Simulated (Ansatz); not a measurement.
## Electronic structure of Cl₃FHf···H₂ in real space

```xyz
7

Hf    0.2675   -0.0005   -0.0786
F     0.4043   -0.0009    1.8104
Cl    2.4330    0.0007   -0.9339
Cl   -0.8158    1.9244   -0.8351
Cl   -0.8137   -1.9264   -0.8353
H    -2.7107    0.0059    1.2197
H    -2.2854   -0.0032    1.8508
```

Core potentials replace the inner electrons of Hf.

Theory: RKS PBE0-D4/def2-SVP (Ansatz 0.2.0).

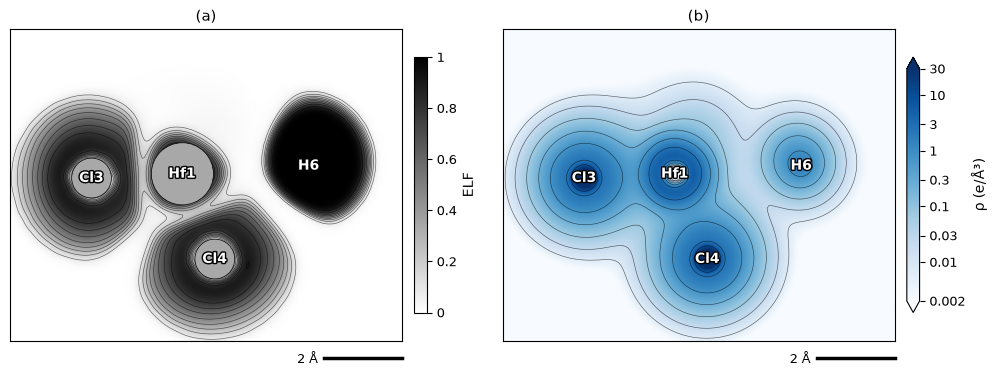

Figure 1. (a) electron localisation function; (b) electron density on the plane of atoms Cl3, Hf1 and Cl4. Grey discs cover the atomic cores in the ELF map.

Q: Interpret the plot.

A: The plane passes through Hf, Cl and H nuclei.
Hf–Cl (2.33 Å): ρ at the midpoint is about 0.6 e/Å³; the ELF peaks at about 0.85 in the valence shell of Cl, 0.8 Å from its nucleus, and is about 0.35 at the midpoint.

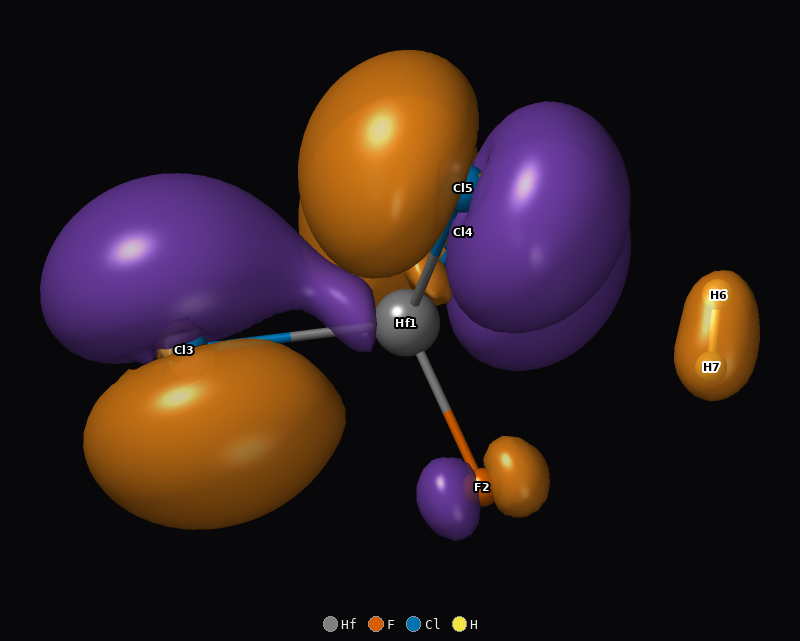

Figure 2. The HOMO−1 at ±0.06 Å⁻³ᐟ² (orange and purple are the two phases), seen from one side.

Q: Where does this orbital lie, and at what energy?

A: By Hirshfeld shares it lies mainly on Cl3 (about 40 %), Cl4 (about 25 %) and Cl5 (about 25 %); largely a combination of lone pairs on Cl3, Cl4 and Cl5. Its energy is −9.86 eV.

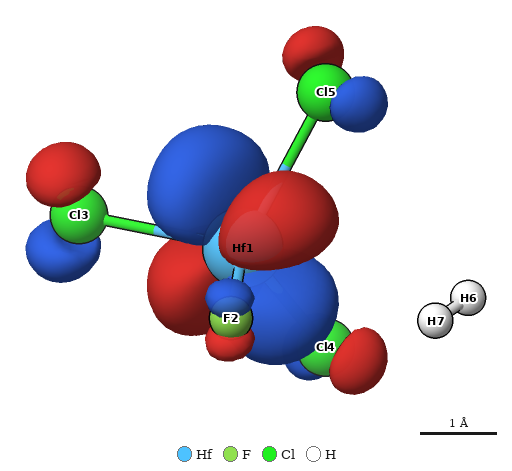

Figure 3. The LUMO at ±0.15 Å⁻³ᐟ² (red and blue are the two phases), seen at a tilt.

Q: Describe this orbital and give its energy.

A: Its weight (Hirshfeld) is mainly on Hf1 (about 70 %), Cl3 (about 10 %), Cl4 (about 10 %) and Cl5 (about 10 %). Its energy is −1.98 eV.
